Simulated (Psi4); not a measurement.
# H2 (hydrogen), step by step

Aim: a geometry optimisation (TPSS-D3(BJ)/def2-SVP), then vibrational wavenumbers, then a single-point energy (CCSD(T)/cc-pVTZ) of H2 (hydrogen). 

Program for the calculation: Psi4 1.11.

## Step 1: The molecule

H2: 2 atoms, total charge 0, spin state singlet. SMILES: `[H][H]`. All atoms were displaced at random from a relaxed shape. The run starts from this shape.

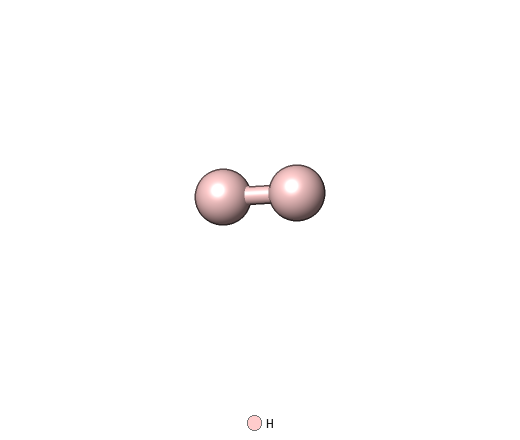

The structure, seen from a chosen angle (hydrogen pink).

## Step 2: A geometry optimisation at TPSS-D3(BJ)/def2-SVP (density fitting) (run 1)

File job.inp:

```
memory 1.6 GB

molecule {
  0 1
  H
  H 1 r2

  r2 = 0.838406
  units angstrom
}

set {
  basis def2-SVP
  geom_maxiter 60
}

energy_value, wavefunction = optimize('tpss-d3(bj)', return_wfn=True)
print_variables()
```

On the command line:

```sh
$ psi4 job.inp job.out -n 1
```

job.out:

```text
[...]
  Running in d2h symmetry.
[...]
  Nuclear repulsion =    0.631170591181361
[...]
  Multiplicity = 1
[...]
  Nalpha       = 1
  Nbeta        = 1
[...]
    Number of basis functions: 10
[...]
   @DF-RKS iter   1:    -1.16859760632215   -2.00925e-01   1.26501e-02 DIIS/ADIIS
[...]
   @DF-RKS iter   4:    -1.17590809563739   -1.48770e-14   4.09581e-11 DIIS
[...]
  @DF-RKS Final Energy:    -1.17590809563739
   => Energetics <=
    Nuclear Repulsion Energy =              0.6985883051516496
    One-Electron Energy =                  -2.4848082535539362
    Two-Electron Energy =                   1.3153884177115798
    DFT Exchange-Correlation Energy =      -0.7049705448404210
    Empirical Dispersion Energy =          -0.0001060201062589
    VV10 Nonlocal Energy =                  0.0000000000000000
    Total Energy =                         -1.1759080956373864
[...]
 Multipole Moments:
 ------------------------------------------------------------------------------------
     Multipole            Electronic (a.u.)      Nuclear  (a.u.)        Total (a.u.)
 ------------------------------------------------------------------------------------
 L = 1.  Multiply by 2.5417464519 to convert [e a0] to [Debye]
 Dipole X            :          0.0000000            0.0000000            0.0000000
 Dipole Y            :          0.0000000            0.0000000            0.0000000
 Dipole Z            :          0.0000000            0.0000000            0.0000000
 Magnitude           :                                                    0.0000000
[...]
  -Total Gradient:
     Atom            X                  Y                   Z
    ------   -----------------  -----------------  -----------------
       1        0.000000000000    -0.000000000000     0.000176147414
       2        0.000000000000     0.000000000000    -0.000176147414
[...]
```

Standard output:

```text
Optimizer: Optimization complete!
```

It took 4.8 s on 1 thread of Intel Xeon 6975P-C (Granite Rapids), shared host; peak memory 0.25 GiB.

Steps, from the record of the run:

```tsv
step	energy from the first frame kept (eV)	largest force (eV/Å)
0	0.0000	2.2507
1	-0.0988	0.0314
2	-0.0988	0.0091
```

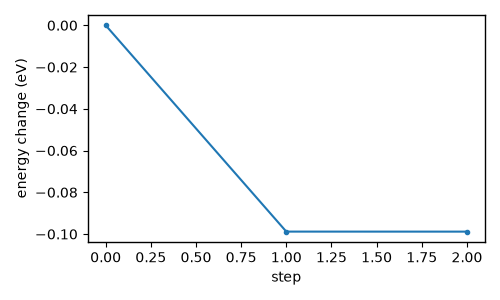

Energy along the run.

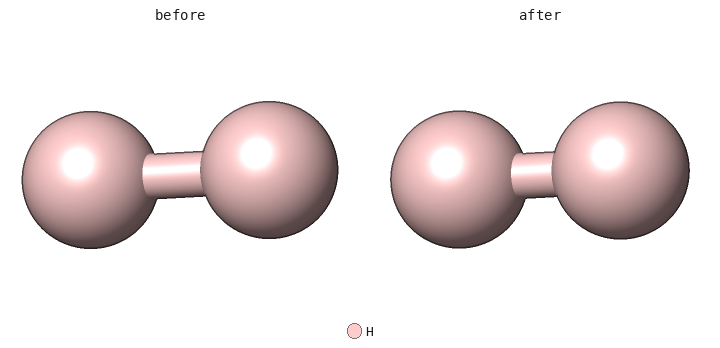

Before and after, at one scale.

After the run. Bond lengths: H1–H2 0.757 Å.

## Step 3: The harmonic vibrations at TPSS-D3(BJ)/def2-SVP (density fitting) (run 2)

File h2.in:

```
memory 1.6 GB

molecule system {
  0 1
  H      0.331877    -0.029516     0.168178
  H     -0.366747     0.118068    -0.084692
  units angstrom
}

set basis def2-SVP
set reference rks
set t 298.15
set rotational_symmetry_number 2

e_tot = frequencies('tpss-d3(bj)')
```

On the command line:

```sh
$ psi4 h2.in h2.out -n 1
```

h2.out:

```text
[...]
  Running in d2h symmetry.
[...]
  Nuclear repulsion =    0.698587722676528
[...]
  Multiplicity = 1
[...]
  Nalpha       = 1
  Nbeta        = 1
[...]
    Number of basis functions: 10
[...]
   @DF-RKS iter   1:    -1.17123299697578   -2.15025e-01   1.43307e-02 ADIIS/DIIS
[...]
  Running in c2h symmetry.
[...]
   @DF-RKS iter   5:    -1.17590809883732   -1.56675e-11   6.65155e-09 DIIS
[...]
  @DF-RKS Final Energy:    -1.17590809883732
   => Energetics <=
    Nuclear Repulsion Energy =              0.6985792658031520
    One-Electron Energy =                  -2.4847957903054505
    Two-Electron Energy =                   1.3153818916361828
    DFT Exchange-Correlation Energy =      -0.7049674450292556
    Empirical Dispersion Energy =          -0.0001060209419523
    VV10 Nonlocal Energy =                  0.0000000000000000
    Total Energy =                         -1.1759080988373236
[...]
  -Total Gradient:
     Atom            X                  Y                   Z
    ------   -----------------  -----------------  -----------------
       1       -0.000169288389     0.000000000000     0.000000832996
       2        0.000169288389     0.000000000000    -0.000000832996
[...]
  ==> Harmonic Vibrational Analysis <==
[...]
  Freq [cm^-1]                4406.2936
[...]
  IR activ [km/mol]             0.0000
[...]
  Total E_0, Enthalpy at 0 [K]                                                           -1.16586982 [Eh]
[...]
  Total H, Enthalpy at  298.15 [K]                                                       -1.16256517 [Eh]
[...]
  Total G, Gibbs energy at  298.15 [K]                                                   -1.17739412 [Eh]
[...]
```

Run time: 6.9 s. Hardware: 1 thread of Intel Xeon 6975P-C (Granite Rapids), shared host; peak memory 0.24 GiB.

## Step 4: The energy at CCSD(T)/cc-pVTZ (run 3)

File h2.xyz:

```xyz
2
H2
H      0.331877    -0.029516     0.168178
H     -0.366747     0.118068    -0.084692
```

File calc.py:

```python
import psi4

psi4.set_memory('1600 MB')
psi4.set_num_threads(1)
psi4.core.set_output_file('h2.out', False)

with open('h2.xyz') as f:
    atoms = ''.join(f.readlines()[2:])
mol = psi4.geometry('0 1\n' + atoms + '')

options = {'basis': 'cc-pVTZ', 'scf_type': 'pk', 'freeze_core': True}
psi4.set_options(options)

e = psi4.energy("ccsd(t)")
print(f'total energy {e:.8f} hartree = {e * 27.211386:.5f} eV')
```

On the command line:

```sh
$ python calc.py
```

h2.out:

```text
[...]
  Running in d2h symmetry.
[...]
  Nuclear repulsion =    0.698587722676528
[...]
  Multiplicity = 1
[...]
  Nalpha       = 1
  Nbeta        = 1
[...]
    Number of basis functions: 28
[...]
   @RHF iter   1:    -1.12975623938060   -2.85407e-01   4.02163e-03 ADIIS/DIIS
[...]
   @RHF iter   7:    -1.13262609318078   -3.44169e-14   9.65133e-11 DIIS
[...]
  @RHF Final Energy:    -1.13262609318078
   => Energetics <=
    Nuclear Repulsion Energy =              0.6985877226765276
    One-Electron Energy =                  -2.4837120078997308
    Two-Electron Energy =                   0.6524981920424213
    Total Energy =                         -1.1326260931807819
[...]
 Multipole Moments:
 ------------------------------------------------------------------------------------
     Multipole            Electronic (a.u.)      Nuclear  (a.u.)        Total (a.u.)
 ------------------------------------------------------------------------------------
 L = 1.  Multiply by 2.5417464519 to convert [e a0] to [Debye]
 Dipole X            :          0.0000000            0.0000000            0.0000000
 Dipole Y            :          0.0000000            0.0000000            0.0000000
 Dipole Z            :          0.0000000            0.0000000            0.0000000
 Magnitude           :                                                    0.0000000
[...]
      * MP2 total energy                      =   -1.164369554548416
[...]
      * CCSD total energy                     =   -1.172194871837622
[...]
      * CCSD(T) total energy                  =   -1.172194871837622
```

The script printed:

```text
total energy -1.17219487 hartree = -31.89705 eV
```

Run time: 1.1 s. Hardware: 1 thread of Intel Xeon 6975P-C (Granite Rapids), shared host; peak memory 0.18 GiB.

## Step 5: What came out

```
                                                                              quantity             value
                                  run 1, TPSS-D3(BJ)/def2-SVP: total energy at the end       -1.17591 Eh
                                            run 1, TPSS-D3(BJ)/def2-SVP: dipole moment            0.00 D
                                              run 1, TPSS-D3(BJ)/def2-SVP: HOMO energy         -10.57 eV
                                              run 1, TPSS-D3(BJ)/def2-SVP: LUMO energy           2.86 eV
                                            run 1, TPSS-D3(BJ)/def2-SVP: HOMO–LUMO gap          13.43 eV
                                              run 1, TPSS-D3(BJ)/def2-SVP: bond length           0.757 Å
                                        run 1, TPSS-D3(BJ)/def2-SVP: dispersion energy      -0.28 kJ/mol
                                      run 2, TPSS-D3(BJ)/def2-SVP: harmonic wavenumber         4406 cm⁻¹
                                        run 2, TPSS-D3(BJ)/def2-SVP: zero-point energy       26.4 kJ/mol
run 2, TPSS-D3(BJ)/def2-SVP: ideal-gas entropy at 298.15 K (symmetry number 2 as used)  31.2 cal/(mol K)
                                                  run 3, CCSD(T)/cc-pVTZ: total energy       -1.17219 Eh
                           run 3, CCSD(T)/cc-pVTZ: HOMO energy (Hartree–Fock orbitals)         -16.04 eV
                           run 3, CCSD(T)/cc-pVTZ: LUMO energy (Hartree–Fock orbitals)           4.48 eV
                         run 3, CCSD(T)/cc-pVTZ: HOMO–LUMO gap (Hartree–Fock orbitals)          20.52 eV
                                            run 3, CCSD(T)/cc-pVTZ: correlation energy         -39.6 mEh
                                                run 3, CCSD(T)/cc-pVTZ: (T) correction          0.00 mEh
                                                 run 3, CCSD(T)/cc-pVTZ: T1 diagnostic             0.006
```

The optimisation (run 1, TPSS-D3(BJ)/def2-SVP) took 3 steps and changed the energy by -0.099 eV. The one mode (run 2, TPSS-D3(BJ)/def2-SVP) is real, so the shape is a minimum at this level. The triples (run 3, CCSD(T)/cc-pVTZ) make up 0.0 % of the correlation energy.
